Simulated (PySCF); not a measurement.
# C2H2F4 (SMILES FC(F)C(F)F): what the fields show

```tsv
atom	x (Å)	y (Å)	z (Å)
F	-1.2690	-1.1925	-0.0412
C	-0.7311	0.0143	0.2006
F	-1.3706	0.9314	-0.5440
C	0.7334	-0.0120	-0.2067
F	1.3731	-0.9286	0.5383
F	1.2710	1.1951	0.0345
H	-0.8400	0.2627	1.2712
H	0.8423	-0.2609	-1.2772
```

Geometry: PBE0-D3(BJ)/def2-SVP.

Theory: PBE0/pcSseg-1, SCF density, gas phase, non-relativistic (PySCF 2.14.0).

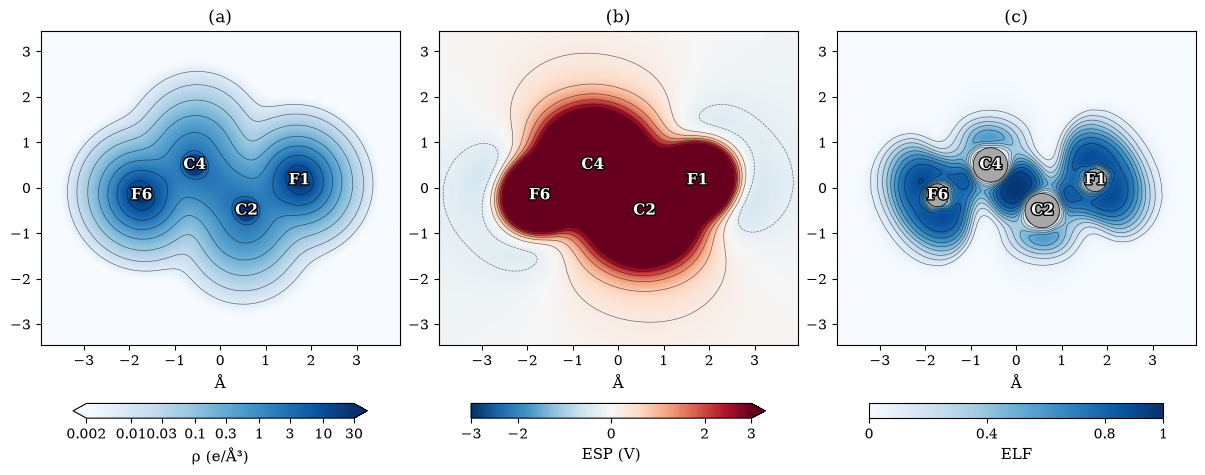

Figure 1. (a) electron density; (b) electrostatic potential; (c) electron localisation function on the plane of atoms F1, C2 and C4. Grey discs cover the atomic cores in the ELF map.

What does the map show?

Answer. The section cuts through F and C sites. C–F (1.34 Å): ρ is about 2.3 e/Å³ halfway; the ELF peaks at about 0.85 between the atoms, as expected for a shared but strongly polarised pair. C–C (1.52 Å): the density is about 1.9 e/Å³ at the midpoint; the ELF peaks at about 1 between the atoms; localised, covalent bonding. The ELF also peaks beside F6 and F1, away from the bonds: lone-pair regions. Outside the dense part of the molecule the potential is most negative (−0.5 V) near F1 and F6.

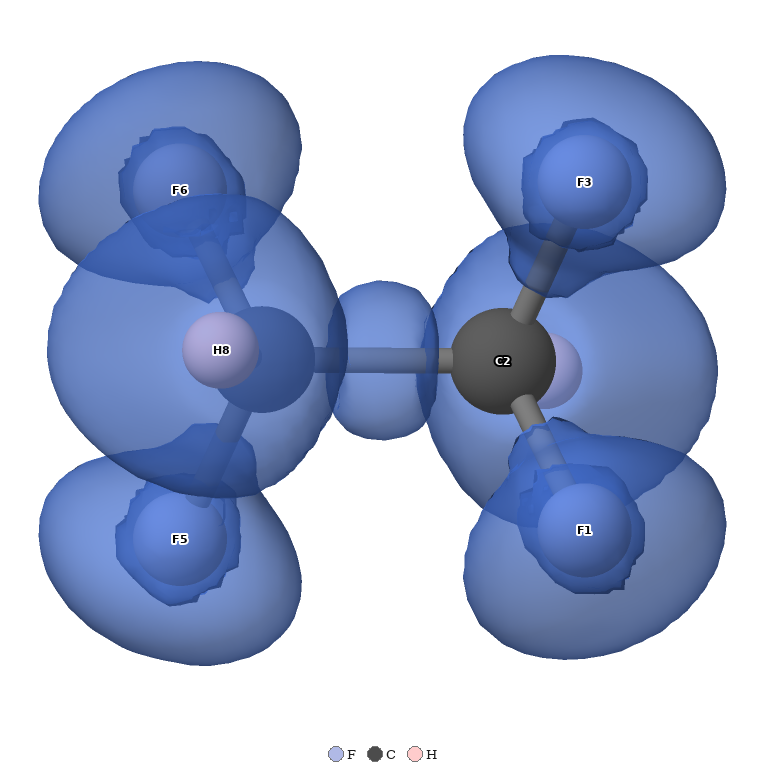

Figure 2. Isosurface of the ELF at 0.75 (blue), seen at a tilt. Only the valence region is drawn (cores and ρ < 0.01 e/Å³ removed).

Identify the bonds, lone pairs and shells in this picture.

Answer. The surface consists of one region between bonded C–C atoms (shared pairs), two regions around hydrogen nuclei and four regions on F in which the atom's valence shell and bonds are merged.

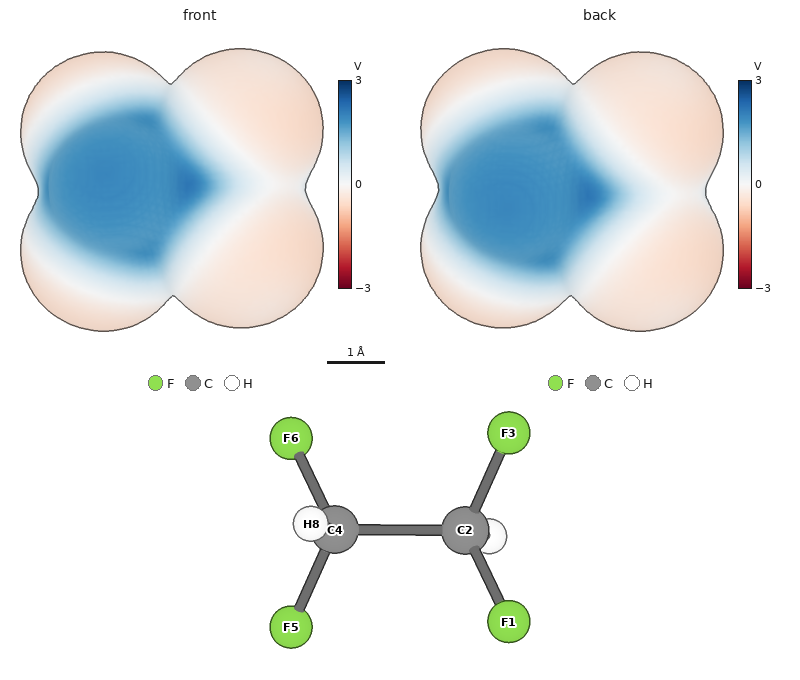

Figure 3. The electrostatic potential painted on the density surface at 0.004 e/bohr³, seen from the front and from behind; the colour scale runs from red (negative) to blue (positive). The bare structure is drawn below in the same view.

Describe the electrostatic potential map.

Answer. The most negative region (about −0.5 V, or −12 kcal/mol for a unit charge) lies over F1, F3, F5 and F6, the most positive (about +2.1 V, or +48 kcal/mol for a unit charge) over C2 and C4.
